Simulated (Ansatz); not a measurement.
# SiPHCl (sextet): from Hartree-Fock to the top rungs, cc-pVTZ

Aim: climb from Hartree-Fock through coupled cluster and multireference methods for SiPHCl (sextet) at one geometry and basis, and see what each rung misses.

Method: cc-pVTZ, core rule «outside noble gas», up to 15 orbitals frozen; program: Ansatz 0.2.0, Gaussian basis.

Plan: UHF; CCSD(T) on ROHF; CCSD(T) on UHF; BCCD(T) on ROHF; CCSDT(Q) on ROHF; CCSDT(Q) on UHF; CASSCF and NEVPT2, 17 electrons in 13 orbitals.

5 further runs of the same task are left out: 5 set aside as unsound or not needed. Runs told in other sessions of the task aren't counted.

### Step 1. The system

The geometry is a PBE0/def2-TZVP stationary point (not a proven minimum) of the parent state, kept for this charge and spin.

4 atoms, charge 0, spin multiplicity 6.

Atoms are counted from 1 here; the program's logs count them from 0.

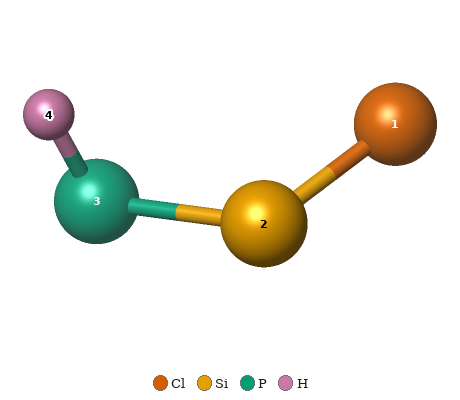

The geometry (chlorine orange, silicon amber, phosphorus teal, hydrogen pink); atoms are numbered from 1 in the order of the file.

In the tables R marks a restricted open-shell determinant and U an unrestricted one; 'valence' is the active space of 17 electrons in 13 orbitals; energies count from the table's Hartree-Fock row.

### Step 2. UHF

Input file in.yaml:

```yaml
crystal:
  periodic: [false, false, false]
  atoms:
    - {symbol: Cl, position_ang: [0.017539, -0.372733, 1.703409]}
    - {symbol: Si, position_ang: [0.019119, 0.850411, 0.036379]}
    - {symbol: P, position_ang: [-0.080618, -0.331858, -1.912861]}
    - {symbol: H, position_ang: [1.327734, -0.387755, -2.147109]}
basis:
  gaussian: {orbitals: cc-pVTZ}
magnetization: {spin_polarized: true, initial_magnetization: 5}
hamiltonian: {xc: hf}
output: {orbitals: {seedname: orbitals}}
```

Launch:

```
> ansatz run in.yaml --threads 1 --pin off --events-out ev --progress --plain --max-ram 4096MiB --backend cpu
```

Log:

```text
Functional definition: HF
  name "HF"
  cite "Fock, Z. Phys. 61, 126 (1930) doi:10.1007/BF01340294"
  parent pbe
  exchange = exact_x
  correlation = 0
1144 factors; their error is unknown
mean field evaluation 1: about -29644.6093 eV, gradient 1.1e1 eV
mean field evaluation 2: about -29646.4279 eV, gradient 5.5e0 eV
mean field evaluation 4: about -29647.2028 eV, gradient 1.4e0 eV
mean field evaluation 8: about -29647.3238 eV, gradient 2.7e-1 eV
mean field evaluation 16: about -29647.3504 eV, gradient 1.1e-1 eV
mean field evaluation 32: about -29648.2335 eV, gradient 6.0e-6 eV
mean field evaluation 64: about -29648.1661 eV, gradient 3.8e-2 eV
mean field evaluation 96: about -29647.2667 eV, gradient 2.4e0 eV
mean field evaluation 128: about -29646.5011 eV, gradient 1.5e0 eV
mean field evaluation 160: about -29645.4663 eV, gradient 4.4e0 eV
mean field evaluation 192: about -29648.1673 eV, gradient 2.3e-4 eV
mean field evaluation 224: about -29643.1932 eV, gradient 1.4e1 eV
mean field evaluation 256: about -29645.8836 eV, gradient 7.6e0 eV
mean field -29648.23347112 eV, -1089.5524837693 hartree, gradient 6.0e-6 eV, S^2 8.769792; 2 other end points of the search recorded, 0 dependent functions left out
reference -29648.23347112 eV, -1089.5524837693 hartree; 26, 21 occupied and 90, 95 virtual orbitals, 1144 factors
Total energy: -29648.23347112 eV, -1089.5524837693 hartree
```

It took 20 s on 1 thread of AMD EPYC 7R13, shared host; peak memory 0.42 GiB.

From the report: ⟨S²⟩ of the determinant 8.770 (pure sextet: 8.75).

### Step 3. CCSD(T) on ROHF

Changes to in.yaml since step 2:

```diff
@@ -9,4 +9,3 @@
   gaussian: {orbitals: cc-pVTZ}
-magnetization: {spin_polarized: true, initial_magnetization: 5}
-hamiltonian: {xc: hf}
-output: {orbitals: {seedname: orbitals}}
+magnetization: {spin_polarized: false, initial_magnetization: 5}
+correlation: {method: ccsd_t, electrons: outside_noble_gas}
```

Launch:

```
> ansatz run in.yaml --threads 2 --pin off --events-out ev --progress --plain --max-ram 24576MiB --backend cuda --devices 0, --max-vram 18GiB
```

Log, shortened:

```text
Functional definition: HF
  name "HF"
  cite "Fock, Z. Phys. 61, 126 (1930) doi:10.1007/BF01340294"
  parent pbe
[...]
684 factors; integrals over basis functions are off by at most 1.2e-3 eV
[...]
mean field -29648.05109170 eV, -1089.5457814490 hartree, gradient 3.2e-6 eV, S^2 8.750000; 12 other end points of the search recorded, 0 dependent functions left out
[...]
determinant -29648.05109170 eV, -1089.5457814490 hartree, with singles and doubles -29659.37460501 eV, -1089.9619128880 hartree
determinant -29647.51658458 eV, -1089.5261386749 hartree, with singles and doubles -29658.95617358 eV, -1089.9465358164 hartree
determinant -29646.32469438 eV, -1089.4823375180 hartree, with singles and doubles -29658.06055211 eV, -1089.9136223345 hartree
determinant -29648.05109170 eV, -1089.5457814490 hartree, with singles and doubles -29659.33844389 eV, -1089.9605839914 hartree
determinant -29647.51658458 eV, -1089.5261386749 hartree, with singles and doubles -29658.99512596 eV, -1089.9479672899 hartree
15 core orbitals not correlated: weight in the atoms' cores, before any rotation towards them, 1.000 or more for the frozen orbitals, at most 0.000 for the correlated occupied ones
reference -29648.05109170 eV, -1089.5457814490 hartree; 11, 6 occupied and 90, 95 virtual orbitals, 684 factors
second order -9.97481613 eV of doubles, -0.11038485 eV of singles
cycle   1  -11.28735299 eV  change   -8.0e-7 eV  update   6.6e-6
perturbative correction -0.53232721 eV, -0.0195626642 hartree
Total energy: -29659.87077190 eV, -1089.9801466849 hartree
```

Wall time 14 s (1 × H100 (card shared with other runs) with 2 threads of AMD EPYC 7R13, shared host); peak host memory 0.83 GiB.

From the report: correlation -11.8197 eV; T1 0.028; largest double amplitude 0.03.

### Step 4. CCSD(T) on UHF

Changes to in.yaml since step 3:

```diff
@@ -9,3 +9,3 @@
   gaussian: {orbitals: cc-pVTZ}
-magnetization: {spin_polarized: false, initial_magnetization: 5}
+magnetization: {spin_polarized: true, initial_magnetization: 5}
 correlation: {method: ccsd_t, electrons: outside_noble_gas}
```

Launched as before.

Log, shortened:

```text
Functional definition: HF
  name "HF"
  cite "Fock, Z. Phys. 61, 126 (1930) doi:10.1007/BF01340294"
  parent pbe
[...]
684 factors; integrals over basis functions are off by at most 1.2e-3 eV
[...]
mean field -29648.23417373 eV, -1089.5525095896 hartree, gradient 2.2e-6 eV, S^2 8.769792; 17 other end points of the search recorded, 0 dependent functions left out
determinant -29648.23417373 eV, -1089.5525095896 hartree, with singles and doubles -29659.37193639 eV, -1089.9618148179 hartree
determinant -29648.16791931 eV, -1089.5500747846 hartree, with singles and doubles -29659.25273929 eV, -1089.9574344052 hartree
determinant -29648.15513759 eV, -1089.5496050652 hartree, with singles and doubles -29659.28989906 eV, -1089.9588000018 hartree
determinant -29647.68765938 eV, -1089.5324255578 hartree, with singles and doubles -29658.92253266 eV, -1089.9452995357 hartree
[...]
determinant -29648.23417373 eV, -1089.5525095896 hartree, with singles and doubles -29659.34605505 eV, -1089.9608636965 hartree
determinant -29648.16791931 eV, -1089.5500747846 hartree, with singles and doubles -29659.24633318 eV, -1089.9571989852 hartree
determinant -29648.15513759 eV, -1089.5496050652 hartree, with singles and doubles -29659.28945137 eV, -1089.9587835494 hartree
determinant -29647.68765938 eV, -1089.5324255578 hartree, with singles and doubles -29658.97066179 eV, -1089.9470682486 hartree
15 core orbitals not correlated: weight in the atoms' cores, before any rotation towards them, 1.000 or more for the frozen orbitals, at most 0.000 for the correlated occupied ones
reference -29648.23417373 eV, -1089.5525095896 hartree; 11, 6 occupied and 90, 95 virtual orbitals, 684 factors
second order -9.87084987 eV of doubles, -0.00000000 eV of singles
cycle   1  -11.11188152 eV  change   -2.0e-7 eV  update   4.4e-6
perturbative correction -0.52658279 eV, -0.0193515607 hartree
Total energy: -29659.87263804 eV, -1089.9802152643 hartree
```

It took 50 s on 1 × H100 (card shared with other runs) with 2 threads of AMD EPYC 7R13, shared host; peak host memory 0.87 GiB.

From the report: ⟨S²⟩ of the determinant 8.770 (pure sextet: 8.75); correlation -11.6385 eV; T1 0.026; largest double amplitude 0.03.

### Step 5. BCCD(T) on ROHF

Changes to in.yaml since step 4:

```diff
@@ -9,3 +9,3 @@
   gaussian: {orbitals: cc-pVTZ}
-magnetization: {spin_polarized: true, initial_magnetization: 5}
-correlation: {method: ccsd_t, electrons: outside_noble_gas}
+magnetization: {spin_polarized: false, initial_magnetization: 5}
+correlation: {method: bccd_t, electrons: outside_noble_gas}
```

The command is unchanged.

Log, shortened:

```text
Functional definition: HF
  name "HF"
  cite "Fock, Z. Phys. 61, 126 (1930) doi:10.1007/BF01340294"
  parent pbe
[...]
684 factors; integrals over basis functions are off by at most 1.2e-3 eV
[...]
mean field -29648.05109170 eV, -1089.5457814490 hartree, gradient 3.2e-6 eV, S^2 8.750000; 12 other end points of the search recorded, 0 dependent functions left out
[...]
determinant -29648.05109170 eV, -1089.5457814490 hartree, with singles and doubles -29659.37460501 eV, -1089.9619128880 hartree
determinant -29647.51658458 eV, -1089.5261386749 hartree, with singles and doubles -29658.95617358 eV, -1089.9465358164 hartree
determinant -29646.32469438 eV, -1089.4823375180 hartree, with singles and doubles -29658.06055211 eV, -1089.9136223345 hartree
determinant -29648.05109170 eV, -1089.5457814490 hartree, with singles and doubles -29659.33844389 eV, -1089.9605839914 hartree
determinant -29647.51658458 eV, -1089.5261386749 hartree, with singles and doubles -29658.99512596 eV, -1089.9479672899 hartree
15 core orbitals not correlated: weight in the atoms' cores, before any rotation towards them, 1.000 or more for the frozen orbitals, at most 0.000 for the correlated occupied ones
reference -29648.05109170 eV, -1089.5457814490 hartree; 11, 6 occupied and 90, 95 virtual orbitals, 684 factors
second order -9.97481613 eV of doubles, -0.11038485 eV of singles
cycle   1  -11.27462867 eV  change    1.3e-2 eV  update   1.1e-2
[...]
cycle  19  -11.27480422 eV  change   -6.8e-7 eV  update   1.1e-5
perturbative correction -0.54866972 eV, -0.0201632403 hartree
Total energy: -29659.87456564 eV, -1089.9802861023 hartree
```

Wall time 32 s (1 × H100 (card shared with other runs) with 2 threads of AMD EPYC 7R13, shared host); peak host memory 0.83 GiB.

From the report: correlation -11.8235 eV; largest double amplitude 0.03.

### Step 6. CCSDT(Q) on ROHF

Changes to in.yaml since step 5:

```diff
@@ -10,2 +10,2 @@
 magnetization: {spin_polarized: false, initial_magnetization: 5}
-correlation: {method: bccd_t, electrons: outside_noble_gas}
+correlation: {method: ccsdt_q, electrons: outside_noble_gas}
```

Same command.

Log, shortened:

```text
Functional definition: HF
  name "HF"
  cite "Fock, Z. Phys. 61, 126 (1930) doi:10.1007/BF01340294"
  parent pbe
[...]
1428 factors; integrals over basis functions are off by at most 1.5e-7 eV
[...]
mean field -29648.05118338 eV, -1089.5457848182 hartree, gradient 3.0e-6 eV, S^2 8.750000; 12 other end points of the search recorded, 0 dependent functions left out
[...]
determinant -29648.05118338 eV, -1089.5457848182 hartree, with singles and doubles -29659.37469060 eV, -1089.9619160333 hartree
determinant -29647.51668812 eV, -1089.5261424798 hartree, with singles and doubles -29658.95631307 eV, -1089.9465409428 hartree
determinant -29646.32480442 eV, -1089.4823415617 hartree, with singles and doubles -29658.06065747 eV, -1089.9136262066 hartree
determinant -29648.05118338 eV, -1089.5457848182 hartree, with singles and doubles -29659.33851052 eV, -1089.9605864400 hartree
determinant -29647.51668812 eV, -1089.5261424798 hartree, with singles and doubles -29658.99527990 eV, -1089.9479729471 hartree
[...]
15 core orbitals not correlated: weight in the atoms' cores, before any rotation towards them, 1.000 or more for the frozen orbitals, at most 0.000 for the correlated occupied ones
reference -29648.05118338 eV, -1089.5457848182 hartree; 11, 6 occupied and 90, 95 virtual orbitals, 1428 factors
second order -9.97481966 eV of doubles, -0.11038335 eV of singles
cycle   1  -10.87367153 eV  change   -7.9e-1 eV  update   1.1e-1
[...]
cycle  48  -11.88563142 eV  change   -2.9e-7 eV  update   7.9e-7
perturbative correction -0.03391270 eV, -0.0012462686 hartree
Total energy: -29659.97072749 eV, -1089.9838199851 hartree
```

It took 9.4 min on 1 × H100 (card shared with other runs) with 2 threads of AMD EPYC 7R13, shared host; peak host memory 2.4 GiB.

From the report: correlation -11.9195 eV; T1 0.036; largest double amplitude 0.08.

### Step 7. CCSDT(Q) on UHF

Changes to in.yaml since step 6:

```diff
@@ -9,3 +9,3 @@
   gaussian: {orbitals: cc-pVTZ}
-magnetization: {spin_polarized: false, initial_magnetization: 5}
+magnetization: {spin_polarized: true, initial_magnetization: 5}
 correlation: {method: ccsdt_q, electrons: outside_noble_gas}
```

Launched as before.

Log, shortened:

```text
Functional definition: HF
  name "HF"
  cite "Fock, Z. Phys. 61, 126 (1930) doi:10.1007/BF01340294"
  parent pbe
[...]
1428 factors; integrals over basis functions are off by at most 1.5e-7 eV
[...]
mean field -29648.23426266 eV, -1089.5525128578 hartree, gradient 9.9e-6 eV, S^2 8.769792; 17 other end points of the search recorded, 0 dependent functions left out
determinant -29648.23426266 eV, -1089.5525128578 hartree, with singles and doubles -29659.37202141 eV, -1089.9618179423 hartree
determinant -29648.16807126 eV, -1089.5500803685 hartree, with singles and doubles -29659.25285780 eV, -1089.9574387605 hartree
determinant -29648.15525966 eV, -1089.5496095512 hartree, with singles and doubles -29659.29002631 eV, -1089.9588046780 hartree
determinant -29647.68775193 eV, -1089.5324289589 hartree, with singles and doubles -29658.92263328 eV, -1089.9453032333 hartree
[...]
determinant -29648.16807126 eV, -1089.5500803685 hartree, with singles and doubles -29659.24641603 eV, -1089.9572020297 hartree
determinant -29648.15525966 eV, -1089.5496095512 hartree, with singles and doubles -29659.28954413 eV, -1089.9587869581 hartree
determinant -29647.68775193 eV, -1089.5324289589 hartree, with singles and doubles -29658.97078297 eV, -1089.9470727017 hartree
15 core orbitals not correlated: weight in the atoms' cores, before any rotation towards them, 1.000 or more for the frozen orbitals, at most 0.000 for the correlated occupied ones
reference -29648.23426266 eV, -1089.5525128578 hartree; 11, 6 occupied and 90, 95 virtual orbitals, 1428 factors
second order -9.87085357 eV of doubles, -0.00000000 eV of singles
cycle   1  -10.68112666 eV  change   -8.1e-1 eV  update   1.1e-1
[...]
cycle  47  -11.70612176 eV  change   -1.3e-6 eV  update   1.3e-6
perturbative correction -0.03666374 eV, -0.0013473677 hartree
Total energy: -29659.97704816 eV, -1089.9840522654 hartree
```

Run time: 3.1 min. Hardware: 1 × H100 (card shared with other runs) with 2 threads of AMD EPYC 7R13, shared host; peak host memory 2 GiB.

From the report: ⟨S²⟩ of the determinant 8.770 (pure sextet: 8.75); correlation -11.7428 eV; T1 0.036; largest double amplitude 0.09.

### Step 8. CASSCF and NEVPT2, 17 electrons in 13 orbitals

Changes to in.yaml since step 7:

```diff
@@ -9,3 +9,3 @@
   gaussian: {orbitals: cc-pVTZ}
-magnetization: {spin_polarized: true, initial_magnetization: 5}
-correlation: {method: ccsdt_q, electrons: outside_noble_gas}
+magnetization: {spin_polarized: false, initial_magnetization: 5}
+correlation: {method: sc_nevpt2, electrons: outside_noble_gas, active_space: {window: {electrons: 17, orbitals: 13}, shells: [{species: Cl, l: s, shell: 3}, {species: Cl, l: p, shell: 3}, {species: H, l: s, shell: 1}, {species: P, l: s, shell: 3}, {species: P, l: p, shell: 3}, {species: Si, l: s, shell: 3}, {species: Si, l: p, shell: 3}]}}
```

Same command.

Log, shortened:

```text
Functional definition: HF
  name "HF"
  cite "Fock, Z. Phys. 61, 126 (1930) doi:10.1007/BF01340294"
  parent pbe
[...]
1428 factors; integrals over basis functions are off by at most 1.5e-7 eV
[...]
mean field -29648.05118338 eV, -1089.5457848182 hartree, gradient 3.0e-6 eV, S^2 8.750000; 10 other end points of the search recorded, 0 dependent functions left out
reference -29648.05118338 eV, -1089.5457848182 hartree; 26, 21 occupied and 90, 95 virtual orbitals, 1428 factors
state -29649.04855138 eV, -1089.5824374162 hartree
state -29649.04855138 eV, -1089.5824374162 hartree; corrected -29657.39184275 eV, -1089.8890477189 hartree
Total energy: -29657.39184275 eV, -1089.8890477189 hartree
Checks for a lower state left out: starts, orbital_swaps
```

Run time: 14 s. Hardware: 1 × H100 (card shared with other runs) with 2 threads of AMD EPYC 7R13, shared host; peak host memory 0.89 GiB.

From the report: 133,848 determinants; active occupations 2.00, 2.00, 2.00, 1.99, 1.98, 1.97, 1.01, 1.00, 1.00, 1.00, 0.99, 0.03, 0.02.

### Step 9. How many determinants matter

Natural occupations of the CASSCF valence state about the gap (report; correlated orbitals 6 to 13): 1.972, 1.009, 1.002, 1.002, 1.001, 0.995, 0.035, 0.020. The count of effectively unpaired electrons, Σ n²(2 − n)², is 5.01; a single determinant of this spin has 5.

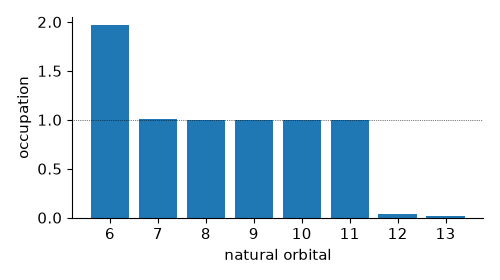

Natural occupations of the CASSCF valence state.

### Step 10. Misses and costs

No level here is safe as a reference; RCCSDT(Q) serves as a yardstick only. Rows without a time are mean-field rows or come out of runs for another level: lower rungs of the coupled-cluster runs, CASSCF and MRCISD of the multireference runs, or the Hartree-Fock search.

Differences are taken before rounding.

| method | energy from the lowest ROHF (meV) | from RCCSDT(Q) (meV) | time |
| --- | --- | --- | --- |
| ROHF | 0.0 | +11919.6 |  |
| UHF | -183.1 | +11736.6 |  |
| RMP2 | -10085.2 | +1834.4 |  |
| UMP2 | -10053.9 | +1865.7 |  |
| RCCSD | -11287.4 | +632.3 |  |
| UCCSD | -11295.0 | +624.7 |  |
| RCCSD(T) | -11819.7 | +100.0 | 14 s |
| UCCSD(T) | -11821.5 | +98.1 | 50 s |
| BCCD(T) | -11823.5 | +96.2 | 32 s |
| RCCSDT | -11885.7 | +33.9 |  |
| UCCSDT | -11889.3 | +30.3 |  |
| RCCSDT(Q) | -11919.6 | 0 | 9.4 min |
| UCCSDT(Q) | -11926.0 | -6.3 | 3.1 min |
| CASSCF valence | -997.5 | +10922.2 |  |
| NEVPT2 valence | -9340.8 | +2578.9 | 14 s |

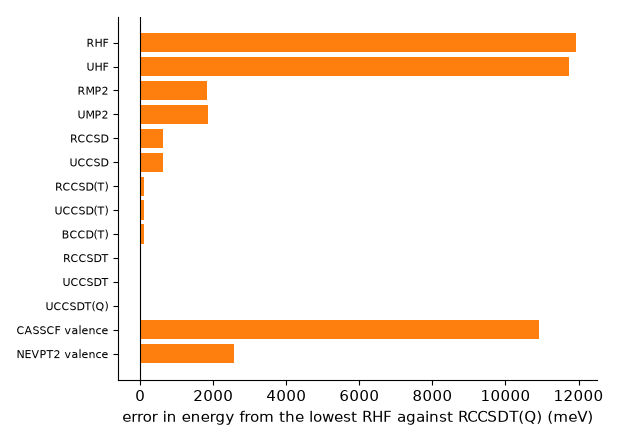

Error of each method against RCCSDT(Q).

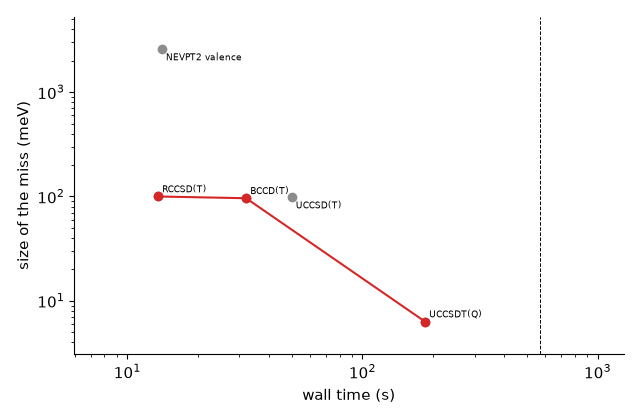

Miss against cost. Red marks the levels that no quicker level drawn beats (of those quicker than the yardstick), and the dashed line is the time of RCCSDT(Q). Times are from a shared host.

### Step 11. Outcome

```
                      quantity        value
 RCCSDT(Q) from the ROHF energy  -11.9196 eV
           RMP2 from RCCSDT(Q)  +1834.4 meV
           UMP2 from RCCSDT(Q)  +1865.7 meV
          RCCSD from RCCSDT(Q)   +632.3 meV
       RCCSD(T) from RCCSDT(Q)   +100.0 meV
       UCCSD(T) from RCCSDT(Q)    +98.1 meV
      UCCSDT(Q) from RCCSDT(Q)     -6.3 meV
 NEVPT2 valence from RCCSDT(Q)  +2578.9 meV
                 T1 diagnostic        0.028
effectively unpaired electrons         5.01
```

RCCSD(T) lands +100.0 meV from the yardstick (0.8 % of the correlation energy). One determinant dominates.
